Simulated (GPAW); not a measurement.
# BaTiO3 (Pm-3m): least direct gap against volume

The cell of BaTiO3 (Pm-3m) is scaled evenly and the response computed anew at each volume, on one mesh. The atoms keep their fractional positions.

Symmetry: Pm-3m, No. 221, cubic system. The conventional cell has a = 4.006 Å, b = 4.006 Å, c = 4.006 Å, α = 90.00°, β = 90.00°, γ = 90.00°. Ba on site b is surrounded by 12 O at 2.83 Å. Ti on site a has 6 O at 2.00 Å as nearest neighbours. Around O on site d lie 2 Ti at 2.00 Å.

Method: GPAW 26.7.0, LDA, RPA, k-mesh 8×8×8, local fields up to 50 eV, Lorentzian half width 0.15 eV.

Launch of the response step: `OMP_NUM_THREADS=1 python df.py`. The series took 6.1 min in all, its band step included, on 1 thread of Arm Neoverse V2 (shared host).

```tsv
V/V₀	V (Å³, primitive cell)	least direct gap (eV)
0.94	60.43	?
0.97	62.36	1.8593
1.00	64.29	1.8253
1.03	66.22	1.7879
1.06	68.15	1.7397
```

For small changes the quantity should be close to linear in ln V.

Working, on the rows shown:

| x = ln(V/V₀) | y = least direct gap |
| --- | --- |
| -0.0304592 | 1.8593 |
| 0 | 1.8253 |
| 0.0295588 | 1.7879 |
| 0.0582689 | 1.7397 |

Means: x̄ = 0.014342, ȳ = 1.8031. Σ(x − x̄)(y − ȳ) = -0.005852, Σ(x − x̄)² = 0.004374. Slope = -0.005852 / 0.004374 = -1.338; intercept = ȳ − slope · x̄ = 1.8222. The line misses the rows shown by at most 0.0052 eV.

Task: Predict the last column of the withheld row from the fit.

Result: At x = -0.061875 the line gives y = 1.905 eV. The run gave 1.8747 eV, so the extrapolation is off by 0.03 eV, 22 % of the range in the table. Beyond its data the fit drifts from the curve.

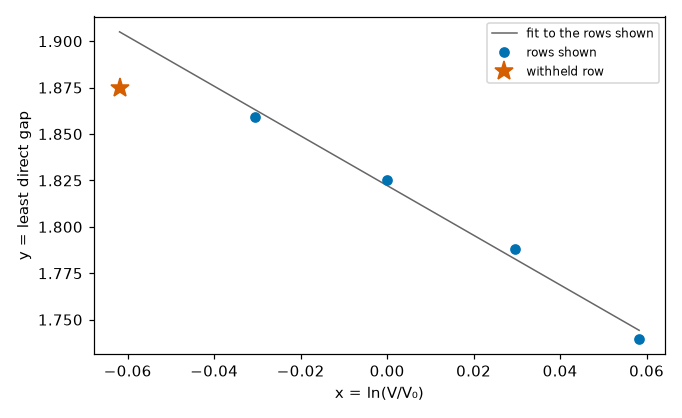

Between the rows on either side of x = 0 the slope is (1.7879 − 1.8593) / (0.029559 − (-0.030459)) = -1.19. That is a volume deformation potential of -1.2 eV: the least direct gap on this mesh widens by 12 meV for each per cent of compression. The slopes between neighbouring rows jump (-0.49, -1.1, -1.3, -1.7), which marks a change of the band edge or numerical noise, so this slope is rough. LDA gaps are as a rule too small. Spin-orbit coupling is left out.

[Logs are printed without paths, hosts, clocks, repeated set-up lines and the standing remarks that a program may print on its own settings, such as how far it seeks lower states.]
